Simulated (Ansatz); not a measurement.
## Electronic structure of GaH6N in real space

```xyz
8

Ga    0.0252   -0.0062    0.1467
H     0.1824    0.8068    1.4900
H     1.2849   -0.1237   -0.7965
H    -1.4039   -0.0602   -0.5204
N     0.0649   -1.9974    0.9755
H    -0.0628   -2.6943    0.2521
H     0.9495   -2.1829    1.4321
H    -0.6709   -2.1202    1.6601
```

Computed with Ansatz 0.2.0, RKS BHLYP-D4/def2-SVP.

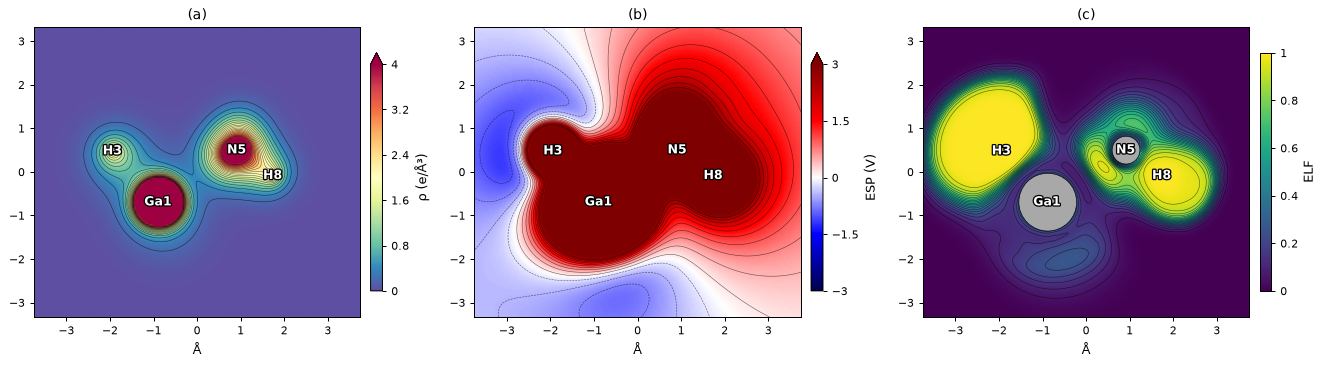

Figure 1. (a) total electron density; (b) electrostatic potential; (c) electron localisation function on the plane of atoms Ga1, N5 and H8. Grey discs cover the atomic cores in the ELF map.

### What does the map show?

Atoms in the plane: Ga, H and N. Ga–N (2.16 Å): ρ at the midpoint is about 0.43 e/Å³; the ELF peaks at about 0.95 in the valence shell of N, 0.7 Å from its nucleus, and is about 0.30 at the midpoint. N–H (1.01 Å): the density is about 2.9 e/Å³ at the midpoint; the ELF climbs to about 1 towards the hydrogen, as it does in any bond to H (an ordinary covalent bond to hydrogen). Ga–H (1.58 Å): the density is about 0.93 e/Å³ at the midpoint; the ELF climbs to about 1 towards the hydrogen. Outside the dense part of the molecule the potential is most negative (−1.2 V) near H3.

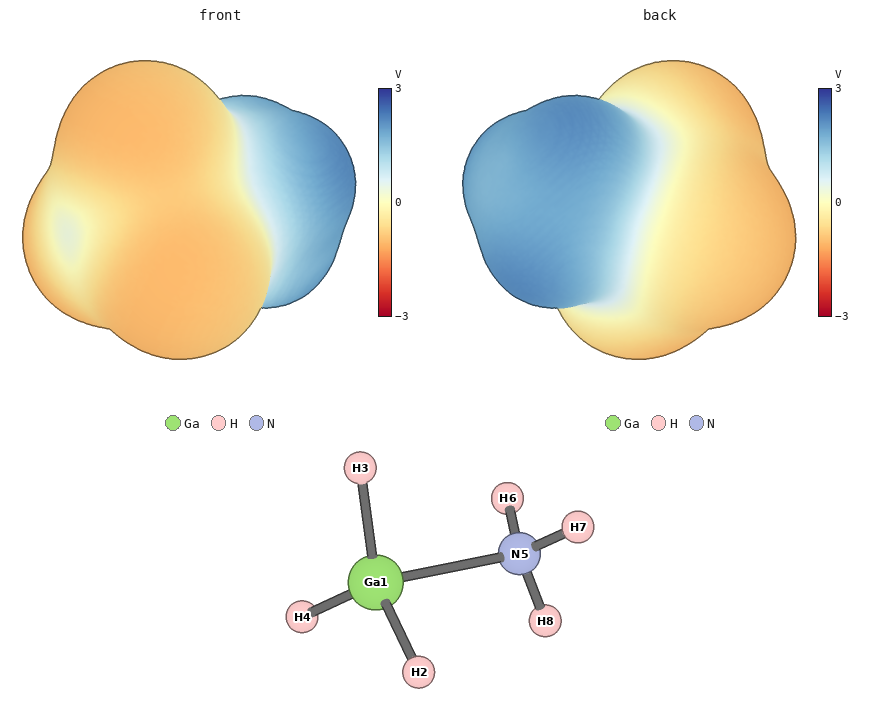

Figure 2. The electrostatic potential painted on the density surface at 0.001 e/bohr³, seen from the front and from behind; the colour scale runs from red (negative) to blue (positive). The bare structure is drawn below in the same view.

### Which sites attract a positive test charge, and which a negative one?

A positive charge is drawn to the negative regions and a negative charge to the positive ones. The most negative region (about −1.1 V, or −25 kcal/mol for a unit charge) lies over H2, H3 and H4, the most positive (about +2.1 V, or +48 kcal/mol for a unit charge) over H6, H7 and H8.

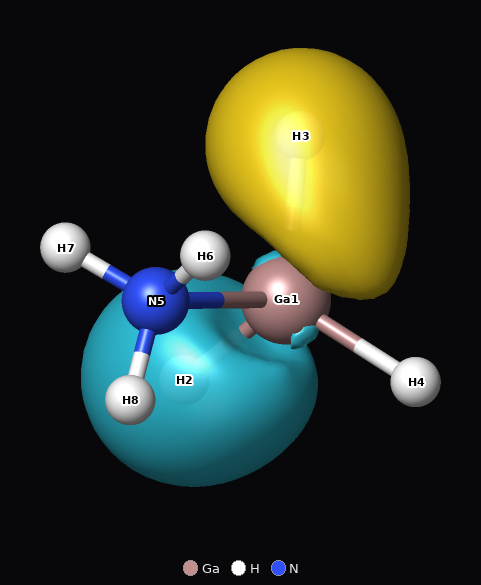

Figure 3. The HOMO at ±0.15 Å⁻³ᐟ² (yellow and cyan are the two phases), seen at an oblique angle.

### What is the character of this orbital?

Its weight (Hirshfeld) is mainly on Ga1 (about 40 %), H2 (about 35 %) and H3 (about 25 %). It is one of a degenerate set, so its orientation is arbitrary. Its energy is −8.59 eV.
